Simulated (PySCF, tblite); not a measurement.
# C5H5F2N: a rotation path, then NMR shifts on frames, part 2 of 2

tblite 0.8.0 and PySCF 2.14.0. Atoms count from 0. Earlier steps stand in the parts before.

**5. Nuclear shieldings: image 6, PBE0/pcSseg-1**

The job: settings as JSON, then the geometry in Å.

```
{"job": {"kind": "nmr", "xc": "PBE0", "basis": "pcSseg-1", "pop": false}, "charge": 0, "multiplicity": 1}
C     -2.416500     1.072500     0.102100
C     -1.320000     0.600500     0.168800
C      0.005200     0.002100     0.219300
N      0.755600     0.408900    -0.943800
C      1.825200     1.040500    -0.811800
C     -0.087800    -1.542600     0.203200
F     -1.294200    -1.993900    -0.190800
F      0.112700    -2.038800     1.448900
H     -3.379100     1.487700     0.068100
H      0.498000     0.292000     1.167900
H      2.267400     1.322800     0.150500
H      2.357900     1.326600    -1.706200
H      0.671100    -1.977800    -0.465800
```

Method: GIAO PBE0/pcSseg-1 NMR shielding, non-relativistic, gas phase.

Log:

```text
coarse grid: 11768 points
cycle   1  E = -447.1694515431  dE =  1.213e+00  |g| = 7.510e-01  |ddm| = 3.371e+00
cycle   2  E = -447.0771299967  dE =  9.232e-02  |g| = 1.080e+00  |ddm| = 1.385e+00
cycle   3  E = -447.2709825845  dE = -1.939e-01  |g| = 1.086e-01  |ddm| = 7.842e-01
cycle   4  E = -447.2721824720  dE = -1.200e-03  |g| = 8.181e-02  |ddm| = 1.364e-01
cycle   5  E = -447.2737091569  dE = -1.527e-03  |g| = 2.043e-02  |ddm| = 6.093e-02
cycle   6  E = -447.2737953499  dE = -8.619e-05  |g| = 6.276e-03  |ddm| = 1.835e-02
cycle   7  E = -447.2738029550  dE = -7.605e-06  |g| = 2.537e-03  |ddm| = 6.252e-03
final grid: 117104 points
cycle   8  E = -447.3341787639  dE = -4.379e-05  |g| = 6.020e-03  |ddm| = 4.644e-02
cycle   9  E = -447.3341742698  dE =  4.494e-06  |g| = 7.836e-03  |ddm| = 1.046e-02
cycle  10  E = -447.3341865970  dE = -1.233e-05  |g| = 1.714e-03  |ddm| = 5.581e-03
cycle  11  E = -447.3341872144  dE = -6.174e-07  |g| = 4.717e-04  |ddm| = 1.394e-03
cycle  12  E = -447.3341872553  dE = -4.096e-08  |g| = 2.141e-04  |ddm| = 4.329e-04
cycle  13  E = -447.3341872647  dE = -9.395e-09  |g| = 7.552e-05  |ddm| = 1.965e-04
cycle  14  E = -447.3341872658  dE = -1.121e-09  |g| = 1.032e-05  |ddm| = 5.689e-05
cycle  15  E = -447.3341872659  dE = -2.024e-11  |g| = 2.417e-06  |ddm| = 8.980e-06
converged SCF energy = -447.3341872659

GIAO shielding tensors (ppm)
atom      isotropic    diamagn.    paramagn.     s11        s22        s33       span
  0 C      101.220     256.434    -155.214     31.242     34.145    238.274    207.032
  1 C      106.180     261.630    -155.449      9.863     12.896    295.782    285.919
  2 C      114.061     243.513    -129.452     95.911    113.342    132.929     37.018
  3 N     -136.199     325.766    -461.966   -503.561   -154.001    248.965    752.526
  4 C       26.421     252.921    -226.500    -70.287     32.749    116.799    187.087
  5 C       62.793     237.551    -174.757     50.920     63.771     73.689     22.769
  6 F      303.221     471.102    -167.881    215.677    320.122    373.864    158.187
  7 F      301.209     470.390    -169.181    192.247    330.840    380.540    188.292
  8 H       29.671      33.425      -3.754     24.779     25.059     39.175     14.396
  9 H       27.526      29.902      -2.376     25.363     27.226     29.987      4.624
 10 H       23.966      29.646      -5.680     20.808     24.158     26.932      6.125
 11 H       24.257      28.287      -4.031     22.774     23.861     26.136      3.362
 12 H       25.931      27.617      -1.686     24.114     24.755     28.924      4.810
```

It took 48 s on 1 thread of Intel Xeon at 2.50GHz, shared host; peak memory 0.83 GiB.

In short: δ C4 160.5, C5 124.1, C0 85.7, C1 80.7, H10 7.75, H11 7.46 ppm.

**6. NMR shieldings: image 7, PBE0/pcSseg-1**

The job: settings as JSON, then the geometry in Å.

```
{"job": {"kind": "nmr", "xc": "PBE0", "basis": "pcSseg-1", "pop": false}, "charge": 0, "multiplicity": 1}
C     -2.410600     1.069700     0.153700
C     -1.313600     0.596500     0.200200
C      0.014300     0.002300     0.221000
N      0.739100     0.409000    -0.957400
C      1.812200     1.038800    -0.847200
C     -0.079100    -1.540000     0.209900
F     -1.189300    -1.989500    -0.404600
F     -0.123400    -2.017600     1.477600
H     -3.373300     1.485600     0.138200
H      0.527500     0.288300     1.160300
H      2.274000     1.320900     0.106300
H      2.326600     1.324700    -1.752300
H      0.791400    -1.988200    -0.295200
```

With the program's defaults for keys left out, this is: GIAO PBE0/pcSseg-1 NMR shielding, non-relativistic, gas phase.

Log:

```text
coarse grid: 11768 points
cycle   1  E = -447.1711592412  dE =  1.215e+00  |g| = 7.512e-01  |ddm| = 3.375e+00
cycle   2  E = -447.0789234488  dE =  9.224e-02  |g| = 1.081e+00  |ddm| = 1.405e+00
cycle   3  E = -447.2729636004  dE = -1.940e-01  |g| = 1.076e-01  |ddm| = 7.993e-01
cycle   4  E = -447.2741397199  dE = -1.176e-03  |g| = 8.095e-02  |ddm| = 1.353e-01
cycle   5  E = -447.2756298250  dE = -1.490e-03  |g| = 2.050e-02  |ddm| = 6.039e-02
cycle   6  E = -447.2757165722  dE = -8.675e-05  |g| = 6.405e-03  |ddm| = 1.839e-02
cycle   7  E = -447.2757245586  dE = -7.986e-06  |g| = 2.548e-03  |ddm| = 6.391e-03
final grid: 117104 points
cycle   8  E = -447.3353613133  dE = -4.160e-05  |g| = 6.006e-03  |ddm| = 4.557e-02
cycle   9  E = -447.3353568901  dE =  4.423e-06  |g| = 7.805e-03  |ddm| = 1.052e-02
cycle  10  E = -447.3353691046  dE = -1.221e-05  |g| = 1.706e-03  |ddm| = 5.643e-03
cycle  11  E = -447.3353697173  dE = -6.127e-07  |g| = 4.521e-04  |ddm| = 1.383e-03
cycle  12  E = -447.3353697541  dE = -3.685e-08  |g| = 2.132e-04  |ddm| = 4.205e-04
cycle  13  E = -447.3353697635  dE = -9.320e-09  |g| = 7.389e-05  |ddm| = 1.952e-04
cycle  14  E = -447.3353697645  dE = -1.078e-09  |g| = 1.046e-05  |ddm| = 5.662e-05
cycle  15  E = -447.3353697646  dE = -1.717e-11  |g| = 2.286e-06  |ddm| = 8.840e-06
converged SCF energy = -447.3353697646

GIAO shielding tensors (ppm)
atom      isotropic    diamagn.    paramagn.     s11        s22        s33       span
  0 C      101.849     256.426    -154.577     30.503     34.234    240.810    210.307
  1 C      106.012     261.396    -155.384     10.637     12.308    295.090    284.454
  2 C      114.566     243.480    -128.914     95.266    113.404    135.029     39.763
  3 N     -136.572     325.808    -462.380   -506.645   -153.904    250.832    757.477
  4 C       26.281     252.939    -226.658    -70.746     32.895    116.695    187.440
  5 C       63.288     237.798    -174.511     50.844     64.405     74.613     23.769
  6 F      307.951     471.524    -163.574    221.081    325.728    377.042    155.961
  7 F      302.591     470.550    -167.959    193.907    328.225    385.642    191.735
  8 H       29.725      33.414      -3.690     24.777     25.054     39.343     14.566
  9 H       27.575      29.904      -2.329     25.592     27.020     30.114      4.522
 10 H       23.931      29.657      -5.727     20.749     24.158     26.885      6.137
 11 H       24.240      28.300      -4.060     22.752     23.826     26.141      3.389
 12 H       25.985      27.743      -1.758     23.997     24.903     29.054      5.057
```

It took 47 s on 1 thread of Intel Xeon at 2.50GHz, shared host; peak memory 0.83 GiB.

In short: δ C4 160.6, C5 123.6, C0 85.1, C1 80.9, H10 7.79, H11 7.48 ppm.

**7. Nuclear shieldings: image 8, PBE0/pcSseg-1**

The job: settings as JSON, then the geometry in Å.

```
{"job": {"kind": "nmr", "xc": "PBE0", "basis": "pcSseg-1", "pop": false}, "charge": 0, "multiplicity": 1}
C     -2.302700     1.116400     0.197200
C     -1.237200     0.574600     0.221200
C      0.066300    -0.073500     0.226400
N      0.789700     0.303700    -0.962800
C      1.737100     1.114700    -0.888500
C     -0.093800    -1.606600     0.228400
F     -1.068500    -2.025100    -0.600600
F     -0.430800    -2.037600     1.468600
H     -3.242100     1.582600     0.188800
H      0.598700     0.200800     1.158200
H      2.095300     1.572900     0.040600
H      2.242300     1.388100    -1.802300
H      0.841200    -2.110500    -0.064700
```

With the program's defaults for keys left out, this is: GIAO PBE0/pcSseg-1 NMR shielding, non-relativistic, gas phase.

Log:

```text
coarse grid: 11768 points
cycle   1  E = -447.1724436773  dE =  1.214e+00  |g| = 7.484e-01  |ddm| = 3.377e+00
cycle   2  E = -447.0823133443  dE =  9.013e-02  |g| = 1.073e+00  |ddm| = 1.408e+00
cycle   3  E = -447.2734064148  dE = -1.911e-01  |g| = 1.073e-01  |ddm| = 7.963e-01
cycle   4  E = -447.2745809030  dE = -1.174e-03  |g| = 8.041e-02  |ddm| = 1.331e-01
cycle   5  E = -447.2760504355  dE = -1.470e-03  |g| = 2.023e-02  |ddm| = 5.993e-02
cycle   6  E = -447.2761346349  dE = -8.420e-05  |g| = 6.445e-03  |ddm| = 1.805e-02
cycle   7  E = -447.2761427818  dE = -8.147e-06  |g| = 2.544e-03  |ddm| = 6.585e-03
final grid: 117104 points
cycle   8  E = -447.3370497648  dE = -4.230e-05  |g| = 6.097e-03  |ddm| = 4.547e-02
cycle   9  E = -447.3370446770  dE =  5.088e-06  |g| = 8.082e-03  |ddm| = 1.070e-02
cycle  10  E = -447.3370577456  dE = -1.307e-05  |g| = 1.676e-03  |ddm| = 5.788e-03
cycle  11  E = -447.3370583348  dE = -5.892e-07  |g| = 4.601e-04  |ddm| = 1.391e-03
cycle  12  E = -447.3370583732  dE = -3.843e-08  |g| = 2.126e-04  |ddm| = 4.205e-04
cycle  13  E = -447.3370583824  dE = -9.216e-09  |g| = 7.541e-05  |ddm| = 1.902e-04
cycle  14  E = -447.3370583836  dE = -1.129e-09  |g| = 1.035e-05  |ddm| = 5.832e-05
cycle  15  E = -447.3370583836  dE = -1.478e-11  |g| = 2.313e-06  |ddm| = 8.811e-06
converged SCF energy = -447.3370583836

GIAO shielding tensors (ppm)
atom      isotropic    diamagn.    paramagn.     s11        s22        s33       span
  0 C      102.485     256.328    -153.843     31.663     34.014    241.778    210.115
  1 C      105.309     262.800    -157.490      7.285     13.637    295.006    287.720
  2 C      116.750     242.312    -125.562     95.522    115.819    138.909     43.387
  3 N     -133.597     326.081    -459.679   -500.710   -151.867    251.786    752.496
  4 C       25.048     252.795    -227.747    -73.653     30.592    118.205    191.858
  5 C       64.516     237.567    -173.051     50.210     65.362     77.975     27.766
  6 F      313.826     471.633    -157.807    222.512    333.223    385.742    163.230
  7 F      307.107     470.787    -163.680    202.730    327.426    391.167    188.437
  8 H       29.782      33.486      -3.704     24.784     25.065     39.497     14.712
  9 H       27.593      29.809      -2.217     25.687     26.498     30.593      4.906
 10 H       23.885      29.645      -5.760     20.599     24.078     26.978      6.380
 11 H       24.205      28.285      -4.080     22.797     23.695     26.123      3.326
 12 H       25.808      27.563      -1.755     23.568     24.679     29.177      5.609
```

Run time: 47 s. Hardware: 1 thread of Intel Xeon at 2.50GHz, shared host; peak memory 0.83 GiB.

This run: δ C4 161.9, C5 122.4, C0 84.4, C1 81.6, H10 7.83, H11 7.51 ppm.

**8. Comparing the runs: NMR shifts**

Shifts (ppm) of some atoms, chosen among heavy atoms and hydrogens apart, with basis size and wall time:

```tsv
frame	C0	C2	H12	H9	N3	F7	F6	functions	time
image 0	83.2	70.4	6.22	3.98	394.5	-137.4	-141.8	161	51 s
image 3	84.7	72.3	6.03	4.17	399.6	-135.2	-129.5	161	47 s
image 6	85.7	72.9	5.79	4.19	403.9	-130.3	-132.3	161	48 s
image 7	85.1	72.4	5.73	4.14	404.3	-131.6	-137.0	161	47 s
image 8	84.4	70.2	5.91	4.12	401.3	-136.2	-142.9	161	47 s
```

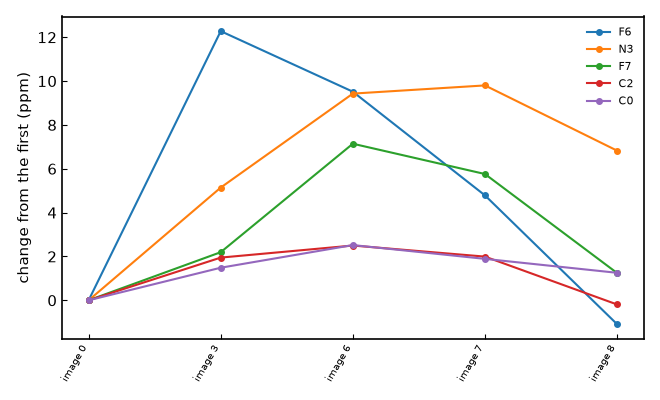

How five of the tabulated atoms move from run to run.

**9. Summary of results**

What follows sums up all 2 parts.

```
                                         quantity                               value
                                          barrier  0.120 eV (2.8 kcal/mol) at image 6
                            end to end (GFN2-xTB)                            0.101 eV
  13C shifts against TMS (PBE0/pcSseg-1, image 0)  162.7, 122.3, 83.2, 82.6, 70.4 ppm
   1H shifts against TMS (PBE0/pcSseg-1, image 0)    7.84, 7.51, 6.22, 3.98, 1.93 ppm
  15N shifts against NH3 (PBE0/pcSseg-1, image 0)                           394.5 ppm
19F shifts against CFCl3 (PBE0/pcSseg-1, image 0)                  -137.4, -141.8 ppm
                         range of the shift of F6                -142.9 to -129.5 ppm
```

What this shows: Along the band the dihedral turns by 95°, and the top (dihedral 138°) lies 2.8 kcal/mol above the start (GFN2-xTB, rough), so at room temperature this motion is fast. The top was not checked by a frequency run. Shifts at one fixed geometry are not the observed spectrum, which averages over the motion. In the first frame run (image 0): The widest tensor belongs to N3: span 733 ppm, with a paramagnetic part of -453 ppm. In ppm, F6 moves most: its shift spreads over 13.4 ppm, from -142.9 (image 8) to -129.5 (image 3).
